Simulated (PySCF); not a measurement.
**Two runs on C6CoN6**

System: C6CoN6, charge −3.
Method of run 1: GIAO B3LYP/pcSseg-1 Co:pcSseg-2 NMR shielding, non-relativistic, gas phase (PySCF 2.14.0).

The geometry comes from this level: PBE0-D3(BJ)/def2-SVP. Text and figures count atoms from 1; the logs count them from 0 in places.

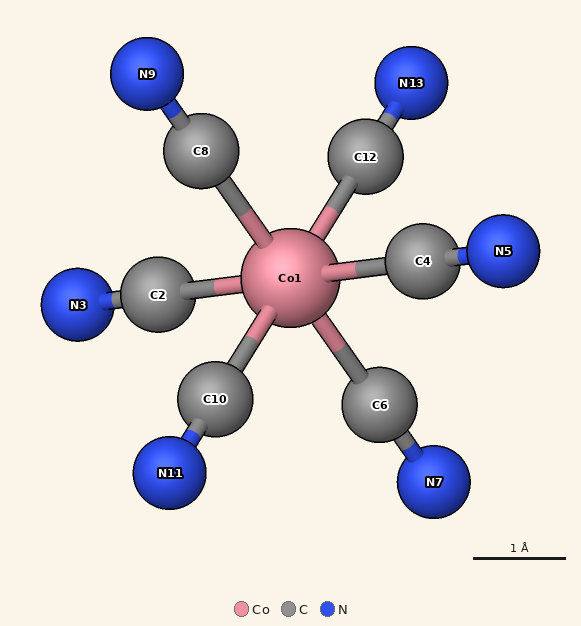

**Figure 1.** The structure as given in the input (ball-and-stick view, seen at a tilt; atoms are numbered from 1 in the order of the input). Sticks mark near contacts.

Input file, run 1:
```
{"job": {"kind": "nmr", "xc": "B3LYP", "basis": {"default": "pcSseg-1", "Co": "pcSseg-2"}, "pop": false}, "charge": -3, "multiplicity": 1}
Co    -0.000130     0.000063    -0.000037
C     -0.008796    -0.004151     1.925053
N     -0.014170    -0.006683     3.095526
C      0.009286     0.003920    -1.925103
N      0.015046     0.006374    -3.095575
C      1.924928     0.009621     0.009347
N      3.095387     0.015527     0.014959
C     -1.925191    -0.009521    -0.008637
N     -3.095653    -0.015362    -0.013842
C     -0.009795     1.925127     0.003856
N     -0.015670     3.095598     0.006016
C      0.009405    -1.925027    -0.004439
N      0.015333    -3.095497    -0.007145
```

The first line tells a small driver script what to run in PySCF; the rest is the geometry in Å.

Hardware: 1 CPU thread, shared host.

Output, shortened to warnings, some set-up lines, iterations and results (run 1):
```
coarse grid: 69360 points
[...]
cycle   1  E = -1921.6760088673  dE =  1.803e+01  |g| = 8.686e+00  |ddm| = 4.546e+00
cycle   2  E = -1689.2024973275  dE =  2.325e+02  |g| = 4.885e+01  |ddm| = 2.652e+01
cycle   3  E = -1805.3134882982  dE = -1.161e+02  |g| = 3.294e+01  |ddm| = 1.301e+01
cycle   4  E = -1855.2250725852  dE = -4.991e+01  |g| = 2.729e+01  |ddm| = 6.567e+00
cycle   5  E = -1884.4297004937  dE = -2.920e+01  |g| = 2.220e+01  |ddm| = 7.402e+00
[... 30 lines ...]
cycle  36  E = -1939.8548129111  dE = -7.952e-07  |g| = 1.024e-03  |ddm| = 1.918e-03
cycle  37  E = -1939.8548131091  dE = -1.980e-07  |g| = 2.175e-04  |ddm| = 7.338e-04
cycle  38  E = -1939.8548131163  dE = -7.265e-09  |g| = 1.350e-04  |ddm| = 2.335e-04
cycle  39  E = -1939.8548131198  dE = -3.520e-09  |g| = 3.353e-05  |ddm| = 9.598e-05
cycle  40  E = -1939.8548131202  dE = -3.429e-10  |g| = 9.907e-06  |ddm| = 3.806e-05
converged SCF energy = -1939.8548131202

GIAO shielding tensors (ppm)
atom      isotropic    diamagn.    paramagn.     s11        s22        s33       span
  0 Co   -6330.600    2170.992   -8501.592  -6330.857  -6330.602  -6330.340      0.517
  1 C       14.425     246.825    -232.399   -115.195   -115.190    273.661    388.856
  2 N      -68.642     350.473    -419.114   -263.481   -263.467    321.024    584.505
  3 C       14.423     246.824    -232.401   -115.198   -115.193    273.659    388.857
  4 N      -68.643     350.474    -419.117   -263.487   -263.473    321.029    584.516
  5 C       14.426     246.826    -232.400   -115.193   -115.190    273.662    388.854
  6 N      -68.642     350.473    -419.115   -263.476   -263.469    321.019    584.495
  7 C       14.423     246.823    -232.400   -115.196   -115.194    273.659    388.855
  8 N      -68.644     350.474    -419.118   -263.488   -263.480    321.035    584.522
  9 C       14.423     246.824    -232.401   -115.195   -115.195    273.659    388.854
 10 N      -68.644     350.474    -419.117   -263.483   -263.479    321.031    584.514
 11 C       14.426     246.825    -232.399   -115.192   -115.192    273.662    388.854
 12 N      -68.642     350.473    -419.115   -263.476   -263.473    321.023    584.498
```

The input of run 2 differs as follows (lines with − go, lines with + come):
```diff
-"xc": "B3LYP"
+"xc": "PBE0"
-"pop": false
```

How does run 2 compare with run 1?

The total energies belong to different methods, so their difference says nothing on which is more stable or more accurate. The HOMO goes from 3.46 to 3.07 eV. The LUMO goes from 10.33 to 10.61 eV. Of all shieldings, the largest change is that of Co1, by −462.3 ppm. The functional changes from B3LYP to PBE0. The SCF takes 28 iterations against 40.

Output, shortened to warnings, some set-up lines, iterations and results (run 2):
```
coarse grid: 69360 points
[...]
cycle   1  E = -1921.1773425315  dE =  1.754e+01  |g| = 8.673e+00  |ddm| = 4.497e+00
cycle   2  E = -1705.7657438397  dE =  2.154e+02  |g| = 4.715e+01  |ddm| = 2.662e+01
cycle   3  E = -1815.3357666874  dE = -1.096e+02  |g| = 3.154e+01  |ddm| = 1.322e+01
cycle   4  E = -1873.4079578930  dE = -5.807e+01  |g| = 2.461e+01  |ddm| = 8.288e+00
cycle   5  E = -1892.3488057838  dE = -1.894e+01  |g| = 2.001e+01  |ddm| = 5.866e+00
[... 18 lines ...]
cycle  24  E = -1938.8986761969  dE = -2.610e-04  |g| = 2.288e-03  |ddm| = 1.499e-02
cycle  25  E = -1938.8986772588  dE = -1.062e-06  |g| = 3.084e-04  |ddm| = 1.526e-03
cycle  26  E = -1938.8986772780  dE = -1.917e-08  |g| = 8.658e-05  |ddm| = 2.688e-04
cycle  27  E = -1938.8986772793  dE = -1.375e-09  |g| = 3.357e-05  |ddm| = 7.539e-05
cycle  28  E = -1938.8986772796  dE = -2.974e-10  |g| = 1.178e-05  |ddm| = 3.571e-05
converged SCF energy = -1938.8986772796

GIAO shielding tensors (ppm)
atom      isotropic    diamagn.    paramagn.     s11        s22        s33       span
  0 Co   -6792.936    2172.628   -8965.564  -6793.213  -6792.935  -6792.660      0.553
  1 C       17.557     246.018    -228.461   -109.997   -109.992    272.660    382.657
  2 N      -69.453     348.824    -418.277   -264.950   -264.936    321.527    586.477
  3 C       17.554     246.018    -228.464   -110.000   -109.996    272.658    382.658
  4 N      -69.454     348.825    -418.279   -264.955   -264.941    321.532    586.487
  5 C       17.557     246.019    -228.462   -109.995   -109.993    272.660    382.655
  6 N      -69.450     348.824    -418.274   -264.940   -264.933    321.522    586.462
  7 C       17.554     246.016    -228.463   -109.999   -109.997    272.657    382.657
  8 N      -69.455     348.825    -418.279   -264.955   -264.948    321.538    586.493
  9 C       17.554     246.017    -228.463   -109.998   -109.997    272.658    382.655
 10 N      -69.455     348.825    -418.280   -264.952   -264.948    321.534    586.486
 11 C       17.558     246.018    -228.461   -109.994   -109.993    272.660    382.654
 12 N      -69.453     348.824    -418.277   -264.944   -264.941    321.525    586.470
```

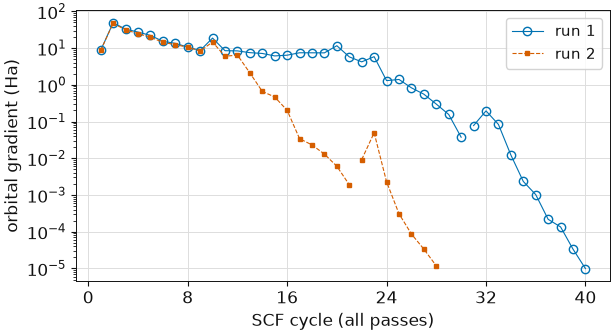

**Figure 2.** Convergence of the two runs: orbital gradient against the SCF cycle. A break in a curve parts two SCF passes (coarse and final grid). Run 1 takes 40 cycles in all, and run 2 takes 28.

The two runs side by side:

```tsv
quantity	run 1	run 2
outcome	converged	converged
total energy (hartree)	−1939.854813	−1938.898677
HOMO (eV)	3.46	3.07
LUMO (eV)	10.33	10.61
shielding of Co1 (ppm)	−6330.6	−6792.9
shielding of C2 (ppm)	14.4	17.6
shielding of C4 (ppm)	14.4	17.6
shielding of C6 (ppm)	14.4	17.6
shielding of C8 (ppm)	14.4	17.6
shielding of C10 (ppm)	14.4	17.6
shielding of C12 (ppm)	14.4	17.6
SCF iterations	40	28
basis functions	277	277
wall time (shared host)	92 s	69 s
```

For both runs: A multiply charged ion in the gas phase: its levels are not those in solution or in a crystal. The highest filled orbital lies above zero: either the extra electron isn't bound at this level, or the self-interaction error of the functional lifts the level.
